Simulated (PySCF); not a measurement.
```
atom   x (Å)   y (Å)    z (Å)
  Tl  0.0000  0.0000  -0.1270
   B  0.0000  0.0000   2.3640
```

Core potentials replace the inner electrons of Tl.

These are results of PBE0/cc-pVDZ(-PP), non-relativistic Hamiltonian with scalar-relativistic core potentials where named, at a bond length of 2.491 Å (PySCF 2.14.0), not measurements.

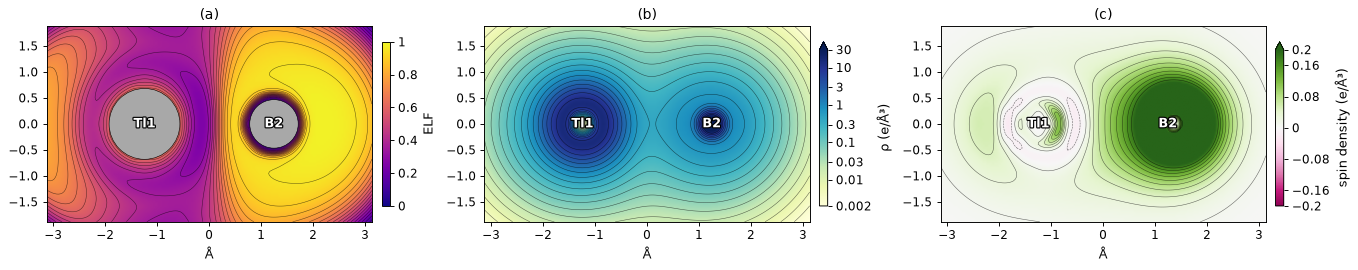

TlB (triplet). (a) ELF; (b) electron density; (c) spin density (α minus β) on a plane that holds the molecular axis. Grey discs cover the atomic cores in the ELF map.

Question: Describe what can be read from this map.

Answer: Atoms in the plane: Tl and B. Tl–B (2.49 Å): the density is about 0.41 e/Å³ at the midpoint; the ELF peaks at about 0.90 in the valence shell of B, 0.7 Å from its nucleus, and drops to about 0.25 between the two atoms. The ELF also peaks beside B2, away from the bonds: non-bonding electrons, paired or unpaired. The unpaired spin (2 electrons) lies mostly on B2 (about 1.3) and Tl1 (about 0.7), in electrons by Hirshfeld's partition.
